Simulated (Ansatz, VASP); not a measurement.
**KHgClF2: VASP beside Ansatz**

Aim: how closely do two programs agree when they are given the same cell, functional and k mesh? The cell is invented: As first built, before any earlier steps moved the atoms: it takes the KHgF3 structure with some of its atoms replaced by other elements, volume scaled by an estimate. It may not be a known or stable phase. The cell comes out of the VASP series on this material, whose earlier steps may have relaxed, scaled or displaced it; both programs get it as it stands.

Main program and level: Ansatz 0.2.0; plane waves, with VASP 6.6.1 beside it; relaxation of cell and atoms at PBE.

## Step 1: The structure

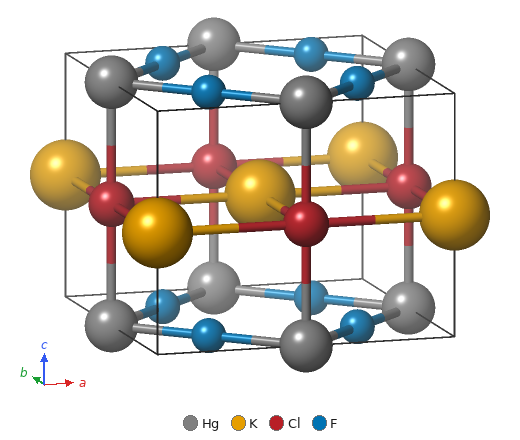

The starting structure, seen slightly off an axis (mercury grey, potassium orange, chlorine red, fluorine blue). This picture shows the conventional cell, with its axes. Some periodic images of atoms are drawn too.

## Step 2: Ansatz: relaxation of cell and atoms, PBE

Ansatz runs on its default PAW (the set named soft_2) files.

The relaxed volume is the usual yardstick between codes: its relative difference is about their pressure difference at one cell divided by the bulk modulus.

Input file input.yaml:

```yaml
crystal:
  lattice:
    - [3.2727616631, -3.2879682988, 0.0]
    - [3.2727616631, 3.2879682988, 0.0]
    - [0.0, 0.0, 5.2241414815]
  atoms:
    - { symbol: Hg, position: [0.5, 0.5, 0.0] }
    - { symbol: K, position: [0.0, 0.0, 0.5] }
    - { symbol: Cl, position: [0.5, 0.5, 0.5] }
    - { symbol: F, position: [0.5, 0.0, 0.0] }
    - { symbol: F, position: [0.0, 0.5, 0.0] }
hamiltonian:
  xc: pbe
  pseudopotentials: { kind: paw }
kpoints:
  mp_grid: { grid: [4, 4, 4] }
scf:
  occupations: { method: gaussian, width: 0.05 }
relax:
  f_tol: 0.01
  max_steps: 60
  cell: { stress_tol: 0.05 }
output:
  forces: true
  stress: true
```

Command:

```
> ansatz run input.yaml --threads 4 --pin off --max-ram 9216MiB --backend cpu --events-out ev --progress --plain --runs-dir out
```

Numbers of over 12 decimals in the logs are rounded to 6 here.

The program printed:

```text
Engine: ansatz 0.2.0, x86_64-unknown-linux-gnu
Pseudopotentials: kind: paw
Pseudopotential: Hg, paw, valence charge 20, recommended cutoff 420 eV (normal), Hg.paw.azcp
Pseudopotential: K, paw, valence charge 9, recommended cutoff 420 eV (normal), K.paw.azcp
Pseudopotential: Cl, paw, valence charge 7, recommended cutoff 420 eV (normal), Cl.paw.azcp
Pseudopotential: F, paw, valence charge 7, recommended cutoff 420 eV (normal), F.paw.azcp
Functional definition: PBE
  parameter kappa = 0.804
  parameter beta = 0.066725
  exchange = pbe_x(kappa = kappa, mu = beta*pi^2/3)
  correlation = pbe_c(beta = beta)
Crystal: 5 atoms, lattice volume = 112.431 Å³
Basis set: ecut = 420 eV, 2193 PW (Γ), exchange–correlation on 64×64×72 points (8 copies of the dense FFT grid, shifted against one another)
Bands: 30, of which v1, the nominal top of the filled ones, is band 25 counted from 1 (24 counted from 0)
Symmetry: 8 space group operations
Space group: Cmmm (ITA 65), of the structure as read, at distance tolerance 4.8e-5 Å
k-points: 21 of 64
Non-local potential: Hg, projectors of the file, l = 0: 3, l = 1: 2, l = 2: 2, l = 3: 1
Non-local potential: K, projectors of the file, l = 0: 3, l = 1: 2, l = 2: 2
Non-local potential: Cl, projectors of the file, l = 0: 2, l = 1: 2, l = 2: 2
Non-local potential: F, projectors of the file, l = 0: 2, l = 1: 2, l = 2: 1
PAW form: soft (Blöchl's): semilocal exchange-correlation on the pseudo side does not see the compensation charge
PAW one-centre angular grid: Hg, 590 points (default); XC on 64 Gauss nodes
PAW one-centre angular grid: K, 110 points (default); XC on 64 Gauss nodes
PAW one-centre angular grid: Cl, 110 points (default); XC on 64 Gauss nodes
PAW one-centre angular grid: F, 110 points (default); XC on 64 Gauss nodes
Initial density: superposition of atomic densities (neutral atoms: chi_scale 0, normalization atom), corrected by the library's trained network
Initial wavefunctions: pseudopotential atomic-orbital guess
Functional: x = pbe(κ = 0.804, μ = 0.219515), c = pbe(β = 0.066725)
SCF iter   1: F=—  HF=-18050.124322 eV  |F-HF|=—  |Δ(HF+E_count)|=         —  Δρ=1.13e-3  dr2=1.48e-3  ethr=1.77e-3  ⟨swp⟩=6.9  Hψ=2744  notcnv=0
preconditioner: auto → Resta (q_TF=auto, 2.384 Å⁻¹)  ε∞=3.7  [insulator: Δε(μ)=0.252 eV  Ē_g=13.395 eV  σ=0.050 eV  W_gap=1.00  n_scr=26 (ndim 8)  ℏωp=22.1 eV  f_vac=0.196  D(μ)=0.00/eV (n_scr^D=0)  ε∞_Penn≈3.7]
SCF iter   2: F=—  HF=-18050.126033 eV  |F-HF|=—  |Δ(HF+E_count)|=   1.71e-3  Δρ=7.01e-4  dr2=4.24e-4  ethr=2.96e-6  ⟨swp⟩=2.3  Hψ=1245  notcnv=0
SCF iter   3: F=—  HF=-18050.126036 eV  |F-HF|=—  |Δ(HF+E_count)|=   3.37e-6  Δρ=2.82e-4  dr2=1.21e-4  ethr=8.48e-7  ⟨swp⟩=2.0  Hψ=1012  notcnv=0
SCF iter   4: F=—  HF=-18050.126056 eV  |F-HF|=—  |Δ(HF+E_count)|=   2.05e-5  Δρ=9.76e-5  dr2=1.46e-5  ethr=2.41e-7  ⟨swp⟩=2.0  Hψ=836  notcnv=0
SCF iter   5: F=—  HF=-18050.126215 eV  |F-HF|=—  |Δ(HF+E_count)|=   1.59e-4  Δρ=3.15e-5  dr2=1.47e-6  ethr=2.93e-8  ⟨swp⟩=2.0  Hψ=1028  notcnv=0
SCF iter   6: F=-18050.126216 eV  HF=-18050.126216 eV  |F-HF|=5.90e-8  |Δ(HF+E_count)|=   1.99e-7  Δρ=8.10e-6  dr2=8.65e-8  ethr=2.00e-10  ⟨swp⟩=3.1  Hψ=2505  notcnv=0
SCF 1 converged in 6 iterations: F = -18050.126216 eV  dr2 = 8.65e-8
  greatest PAW one-centre occupation: 1.000 electrons in one spin orbital (limit 2), on the Hg atom at site 0 (counted from 0), in its partial waves of l = 0
relax step   1: F+E_penalty+E_count = -18050.12621561 eV  Δ(F+E_penalty+E_count) = +0.000e0 eV  max|allowed force component| = 5.049e-30 eV/Å  Δτ_max = 0.0000 Å  P = +0.214 GPa  Ω = 112.431 Å³  (6 SCF iters, dr2 threshold 1.00e-7 eV, accepted)
[...]
relax step   2: F+E_penalty+E_count = -18050.12863079 eV  Δ(F+E_penalty+E_count) = -2.415e-3 eV  max|allowed force component| = 2.625e-28 eV/Å  Δτ_max = 0.0000 Å  P = -0.019 GPa  Ω = 113.084 Å³  energy of the carried Pulay correction = -1.036e-3 eV  (5 SCF iters, dr2 threshold 5.00e-7 eV, accepted)
[...]
relax step   3: F+E_penalty+E_count = -18050.13024632 eV  Δ(F+E_penalty+E_count) = -1.616e-3 eV  max|allowed force component| = 4.102e-29 eV/Å  Δτ_max = 0.0000 Å  P = +0.053 GPa  Ω = 113.035 Å³  energy of the carried Pulay correction = -1.092e-3 eV  (6 SCF iters, dr2 threshold 3.19e-7 eV, accepted)
[...]
relax step   4: F+E_penalty+E_count = -18050.13003534 eV  Δ(F+E_penalty+E_count) = +2.110e-4 eV  max|allowed force component| = 6.942e-30 eV/Å  Δτ_max = 0.0000 Å  P = -0.011 GPa  Ω = 113.195 Å³  energy of the carried Pulay correction = -1.324e-3 eV  (6 SCF iters, dr2 threshold 9.61e-9 eV, accepted)
[...]
relax step   5: F+E_penalty+E_count = -18050.13183353 eV  Δ(F+E_penalty+E_count) = -1.798e-3 eV  max|allowed force component| = 3.897e-29 eV/Å  Δτ_max = 0.0000 Å  P = +0.019 GPa  Ω = 113.195 Å³  stress off target by 7.75e-2 GPa  SCF on the basis re-selected at this cell (its energy is not comparable with the rows above)  (7 SCF iters)
[...]
relax step   6: F+E_penalty+E_count = -18050.13176078 eV  Δ(F+E_penalty+E_count) = +7.276e-5 eV  max|allowed force component| = 4.007e-29 eV/Å  Δτ_max = 0.0000 Å  P = +0.004 GPa  Ω = 113.264 Å³  energy of the carried Pulay correction = -1.220e-4 eV  (6 SCF iters, dr2 threshold 1.50e-8 eV, accepted)
[...]
relax step   7: F+E_penalty+E_count = -18050.13195041 eV  Δ(F+E_penalty+E_count) = -1.896e-4 eV  max|allowed force component| = 4.165e-29 eV/Å  Δτ_max = 0.0000 Å  P = +0.005 GPa  Ω = 113.264 Å³  stress off target by 1.48e-2 GPa  SCF on the basis re-selected at this cell (its energy is not comparable with the rows above)  (6 SCF iters)
basis re-selected at this cell: Δ(F+E_penalty+E_count) = -1.896e-4 eV, ΔP = +0.001 GPa vs the last step (what re-selecting the basis moved, of the pressure what is left beyond the Pulay correction that the steps carried, after the strain that the cell walked since its last selection, with what the two solves' SCF thresholds leave and, on support functions, any second-order correction that the steps lacked; it is no m [...]
SCF converged after 6 iterations
Free energy (F): -18050.131950 eV
Harris-Foulkes:  -18050.131950 eV  (|F-HF|=5.09e-11)
Internal energy: -18050.131950 eV  (E = F + TS)
E sigma→0 (E₀):  -18050.131950 eV
Entropy (-TS):   -0.000000 eV (-0.000 meV/atom)
Fermi energy:    3.763938 eV
--- Per-component energies (eV) ---
  E_band       = -742.547521
  E_kinetic    = 1427.059056
  E_local      = -6068.612811  (includes V_loc(G=0)·N_el)
  E_nonlocal   = 264.268131
  E_hartree    = 2491.278751
  E_xc         = -620.103941
  E_vxc        = -750.713616  (∫ρ·V_xc dr)
  E_paw        = -11786.186415  (= ΣΔE_a)
  E_vpaw       = -597.111022  (= ΣTr[D̂ρ^β])
  E_aug_tail   = 0.005211  (compensation charges beyond the density's cutoff)
  E_ewald      = -3757.839931
  E_smearing   = -0.000000  (= −TS)
  E_closure    = 0.000000  (closes the sum)
  Σ components = -18050.131950   (vs F -18050.131950, Δ=0.00e0)
--- Forces (eV/Å), atoms counted from 1 ---
  atom   1  Hg    -0.00000000     0.00000000     0.00000000
  atom   2  K      0.00000000     0.00000000     0.00000000
  atom   3  Cl     0.00000000     0.00000000     0.00000000
  atom   4  F      0.00000000     0.00000000     0.00000000
  atom   5  F      0.00000000     0.00000000     0.00000000
  max |Σ_I F_I| component: 4.42e-29 eV/Å
--- Stress (GPa, compression-positive) ---
       -0.000516       0.000000       0.000000
        0.000000      -0.000612       0.000000
        0.000000       0.000000       0.014787
  P = ⅓ Tr σ = 0.0046 GPa (0.046 kbar)
--- Relaxed structure (5 steps of the walk, 5 accepted, 2 SCFs on fresh bases) ---
  F+E_penalty+E_count = -18050.13195041 eV   max|allowed force component| = 4.165e-29 eV/Å   (the final SCF, on the basis selected at the relaxed cell)
  cell:  # Å, volume = 113.2639 Å³
    - [3.263184, -3.263196, 0.0]
    - [3.263184, 3.263196, 0.0]
    - [0.0, 0.0, 5.318350]
  atoms:
    - { symbol: Hg, position: [0.5, 0.5, 0.0] }
    - { symbol: K, position: [0, 0, 0.500000] }
    - { symbol: Cl, position: [0.5, 0.5, 0.500000] }
    - { symbol: F, position: [0.5, 2.7755575615628914e-17, 0.0] }
    - { symbol: F, position: [2.7755575615628914e-17, 0.5, 0.0] }
```

It took 8.8 s on 4 threads of AMD EPYC 7R43, shared host; peak memory 0.49 GiB.

## Step 3: VASP: relaxation of cell and atoms, PBE

The same cell, functional, mesh and smearing now go to VASP, with its own data sets and cutoff.

Lines of VASP's logs that name or quote its potential files are left out, and so is its time.

Input file INCAR:

```
SYSTEM = KHgClF2
PREC = Accurate
ENCUT = 520
EDIFF = 1E-06
NELM = 100
ISMEAR = 0
SIGMA = 0.05
LREAL = .FALSE.
ALGO = Normal
GGA = PE
NBANDS = 27
LORBIT = 11
LWAVE = .FALSE.
LCHARG = .FALSE.
KPAR = 2
IBRION = 2
NSW = 60
ISIF = 3
EDIFFG = -0.01
```

Input file POSCAR:

```
KHgClF2
1.0
    3.2727616631     -3.2879682988      0.0000000000
    3.2727616631      3.2879682988      0.0000000000
    0.0000000000      0.0000000000      5.2241414815
Hg K Cl F
1 1 1 2
Direct
    0.5000000000      0.5000000000      0.0000000000
    0.0000000000      0.0000000000      0.5000000000
    0.5000000000      0.5000000000      0.5000000000
    0.5000000000      0.0000000000      0.0000000000
    0.0000000000      0.5000000000      0.0000000000
```

Input file KPOINTS:

```
Automatic mesh
0
Gamma
4 4 4
0 0 0
```

The projector-augmented-wave data sets are Hg, K_sv, Cl and F (PBE family, release 64).

Command:

```
> mpirun -np 2 vasp_std
```

The program printed:

```text
[banner, memory and clock lines left out]
running    2 mpi-ranks, on    1 nodes
 distrk:  each k-point on    1 cores,    2 groups
 distr:  one band on    1 cores,    1 groups

 POSCAR found type information on POSCAR HgK ClF
 POSCAR found :  4 types and       5 ions
 LDA part: xc-table for (Slater+PW92), standard interpolation
 POSCAR, INCAR and KPOINTS ok, starting setup
 FFT: planning ... GRIDC
 FFT: planning ... GRID_SOFT
 FFT: planning ... GRID
 WAVECAR not read
 entering main loop
       N       E                     dE             d eps       ncg     rms          rms(c)
DAV:   1     0.344985445016E+03    0.34499E+03   -0.21502E+04  1134   0.144E+03
DAV:   2     0.703885003749E+01   -0.33795E+03   -0.33046E+03  1353   0.369E+02
DAV:   3    -0.166776848048E+02   -0.23717E+02   -0.23624E+02  1603   0.985E+01
DAV:   4    -0.173991873267E+02   -0.72150E+00   -0.72070E+00  1737   0.114E+01
DAV:   5    -0.174092758441E+02   -0.10089E-01   -0.10087E-01  1589   0.118E+00    0.121E+01
DAV:   6    -0.149773027271E+02    0.24320E+01   -0.97959E+00  1463   0.294E+01    0.935E+00
DAV:   7    -0.149136867014E+02    0.63616E-01   -0.97367E-01  1264   0.693E+00    0.630E+00
DAV:   8    -0.148693627954E+02    0.44324E-01   -0.23785E-01  1371   0.366E+00    0.675E-01
DAV:   9    -0.148639606632E+02    0.54021E-02   -0.52557E-02  1414   0.169E+00    0.271E-01
DAV:  10    -0.148643532018E+02   -0.39254E-03   -0.54572E-03  1356   0.592E-01    0.146E-01
DAV:  11    -0.148645172568E+02   -0.16406E-03   -0.34685E-04  1459   0.141E-01    0.709E-02
DAV:  12    -0.148646972227E+02   -0.17997E-03   -0.20839E-04  1274   0.106E-01    0.250E-02
DAV:  13    -0.148647000920E+02   -0.28693E-05   -0.21202E-05  1569   0.428E-02    0.119E-02
DAV:  14    -0.148646999509E+02    0.14105E-06   -0.27632E-06  1363   0.109E-02
   1 F= -.14864700E+02 E0= -.14864699E+02  d E =-.148647E+02
[...]
2 F= -.14867673E+02 E0= -.14867673E+02  d E =-.297324E-02
[...]
3 F= -.14868385E+02 E0= -.14868385E+02  d E =-.368524E-02
[...]
4 F= -.14869365E+02 E0= -.14869365E+02  d E =-.979810E-03
 trial-energy change:   -0.000980  1 .order   -0.000979   -0.001401   -0.000556
 step:   1.9634(harm=  1.9634)  dis= 0.00000  next Energy=   -14.869547 (dE=-0.116E-02)
 bond charge predicted
       N       E                     dE             d eps       ncg     rms          rms(c)
DAV:   1    -0.148722806980E+02   -0.29164E-02   -0.15947E-01  1134   0.292E+00    0.363E-01
DAV:   2    -0.148702734119E+02    0.20073E-02   -0.38747E-03  1337   0.478E-01    0.171E-01
DAV:   3    -0.148696078503E+02    0.66556E-03   -0.97186E-04  1326   0.234E-01    0.879E-02
DAV:   4    -0.148695424509E+02    0.65399E-04   -0.15994E-04  1581   0.875E-02    0.345E-02
DAV:   5    -0.148695427071E+02   -0.25616E-06   -0.17353E-05  1489   0.261E-02    0.121E-02
DAV:   6    -0.148695435922E+02   -0.88513E-06   -0.15818E-06  1120   0.884E-03
   5 F= -.14869544E+02 E0= -.14869544E+02  d E =-.115840E-02
 curvature:  -1.35 expect dE=-0.279E-04 dE for cont linesearch -0.253E-07
 trial: gam=-0.04673 g(F)=  0.788E-60 g(S)=  0.208E-04 ort =-0.552E-05 (trialstep = 0.134E+01)
 search vector abs. value=  0.248E-04
 reached required accuracy - stopping structural energy minimisation
```

From OUTCAR (step 3):

```text
ion  position               nearest neighbor table
   1  0.500  0.500  0.000-   4 2.32   5 2.32   4 2.32   5 2.32   3 2.61   3 2.61
   2  0.000  0.000  0.500-
   3  0.500  0.500  0.500-   1 2.61   1 2.61
   4  0.500  0.000  0.000-   1 2.32   1 2.32
   5  0.000  0.500  0.000-   1 2.32   1 2.32

  LATTYP: Found a base centered orthorhombic cell.
 ALAT       =     6.5455233262
 B/A-ratio  =     1.0046464232
 C/A-ratio  =     0.7981243395

 Subroutine GETGRP returns: Found  8 space group operations
 (whereof  8 operations were pure point group operations)

The static configuration has the point symmetry D_2h.

 Found     21 irreducible k-points:

   k-points           NKPTS =     21   k-points in BZ     NKDIM =     21   number of bands    NBANDS=     27

   dimension x,y,z NGX =    36 NGY =   36 NGZ =   40
   dimension x,y,z NGXF=    72 NGYF=   72 NGZF=   80

   ENCUT  =  520.0 eV  38.22 Ry    6.18 a.u.   8.63  8.63  9.71*2*pi/ulx,y,z

   NELECT =      42.0000    total number of electrons

 k-points in reciprocal lattice and weights: Automatic mesh
   0.00000000  0.00000000  0.00000000       0.016
   0.25000000  0.00000000  0.00000000       0.062
   0.50000000  0.00000000  0.00000000       0.031
   0.25000000  0.25000000  0.00000000       0.031
   0.50000000  0.25000000  0.00000000       0.062
  -0.25000000  0.25000000  0.00000000       0.031
   0.50000000  0.50000000  0.00000000       0.016
   0.00000000  0.00000000  0.25000000       0.031
   0.25000000  0.00000000  0.25000000       0.125
[...]
-0.25000000  0.25000000  0.50000000       0.031
   0.50000000  0.50000000  0.50000000       0.016

 average (electrostatic) potential at core
       1 -42.1526       2 -36.7904       3 -95.3777       4 -78.2883       5 -78.2883

 E-fermi :  -0.7421

 k-point     1 :       0.0000    0.0000    0.0000
  band No.  band energies     occupation
    ...
     17      -2.7942      2.00000
     18      -2.7900      2.00000
     19      -2.6372      2.00000
     20      -2.6368      2.00000
     21      -2.6077      2.00000
     22      -0.5865      0.00001
     23       4.5754      0.00000
     24       5.4879      0.00000
     25       6.9923      0.00000
     26       7.4384      0.00000
    ...

 k-point     2 :       0.2500    0.0000    0.0000
  band No.  band energies     occupation
    ...
     17      -2.8031      2.00000
     18      -2.7864      2.00000
     19      -2.7116      2.00000
     20      -2.6425      2.00000
     21      -2.6055      2.00000
     22       0.5864      0.00000
     23       5.1902      0.00000
     24       6.0342      0.00000
     25       7.0517      0.00000
     26       7.8108      0.00000
    ...

 k-point     3 :       0.5000    0.0000    0.0000
  band No.  band energies     occupation
    ...
     17      -2.8937      2.00000
     18      -2.7550      2.00000
     19      -2.7095      2.00000
     20      -2.6066      2.00000
     21      -2.5222      2.00000
     22       1.9041      0.00000
     23       5.3342      0.00000
     24       6.7926      0.00000
     25       7.6338      0.00000
     26       7.7778      0.00000
    ...

  Total       -0.0059131     -0.0283082     -0.0362538      0.0000000      0.0000000      0.0000000
  in kB       -0.0833253     -0.3989089     -0.5108755      0.0000000      0.0000000      0.0000000
  external PRESSURE =      -0.3310366 kB  Pullay stress =       0.0000000 kB

  energy-cutoff  :      520.00
  volume of cell :      113.70
      direct lattice vectors                 reciprocal lattice vectors
     3.269321925 -3.273620950  0.000000000     0.152936912 -0.152736070  0.000000000
     3.269321925  3.273620950  0.000000000     0.152936912  0.152736070  0.000000000
     0.000000000  0.000000000  5.311690450     0.000000000  0.000000000  0.188263983

 POSITION                                       TOTAL-FORCE (eV/Angst)
 -----------------------------------------------------------------------------------
      3.26932      0.00000      0.00000         0.000000      0.000000      0.000000
      0.00000     -0.00000      2.65585         0.000000      0.000000      0.000000
      3.26932      0.00000      2.65585         0.000000     -0.000000      0.000000
      1.63466     -1.63681      0.00000        -0.000000     -0.000000      0.000000
      1.63466      1.63681      0.00000         0.000000      0.000000      0.000000
 -----------------------------------------------------------------------------------
    total drift:                                0.000000      0.000000     -0.000000

  FREE ENERGIE OF THE ION-ELECTRON SYSTEM (eV)
  ---------------------------------------------------
  free  energy   TOTEN  =       -14.8695435922 eV

  energy  without entropy=      -14.8695435354  energy(sigma->0) =      -14.86954356

 reached required accuracy - stopping structural energy minimisation

 total charge
# of ion       s       p       d       tot
------------------------------------------
    1        0.459   0.253   9.534  10.247
    2        1.950   5.575   0.012   7.537
    3        1.598   3.525   0.000   5.122
    4        1.740   4.291   0.000   6.031
    5        1.740   4.291   0.000   6.031
--------------------------------------------------
tot          7.487  17.935   9.546  34.968

[... 3 further parts left out ...]
```

## Step 4: Comparison

Known differences besides the PAW data sets themselves: both relaxations stop at a tolerance, which leaves soft axes loose, and VASP keeps its plane-wave basis; the data sets hold 50 valence electrons in Ansatz (default PAW (the set named soft_2) files) and 42 in VASP; the cutoff is 420 eV in Ansatz and 520 eV in VASP; VASP leaves aspherical gradient terms in its spheres out (LASPH is not set), Ansatz keeps them; Ansatz adds a Pulay correction to the stress that steers its cell, VASP none. Total energies have different zeros and are not compared.

The two programs side by side:

| quantity | Ansatz | VASP | difference |
| --- | --- | --- | --- |
| volume (Å³) | 113.26 | 113.70 | -0.38 % |
| edge a after relaxation, in the typed setting (Å) | 4.615 | 4.627 | -0.26 % |
| edge c after relaxation, in the typed setting (Å) | 5.318 | 5.312 | +0.13 % |

The walks stopped with 0.00 GPa left in Ansatz and -0.03 GPa in VASP; each walk ends within a tolerance, so the volume difference is uncertain by about these residues over the bulk modulus, most in soft cells.

## Step 5: Results

```yaml
difference_in_volume_relaxation_of_cell_and_atoms_pbe: -0.38 %
```

In words: The difference in volume is -0.38 % (relaxation of cell and atoms, PBE), within the 1.2 % picked in this series as the mark of a large difference, as far as the stopping tolerances let one tell. Differences of this kind measure data sets and numerical settings, not the functional's error against experiment.

[Lines on the potential files, build, host, timing and source positions are cut from VASP's logs without a mark.]

[Logs are printed without paths, hosts, clocks, repeated set-up lines and the standing remarks that a program may print on its own settings, such as how far it seeks lower states.]

[Hosts, paths, dates, database ids (printed as entryN), source tags and the programs' standing remarks are cut or masked in the printed files.]
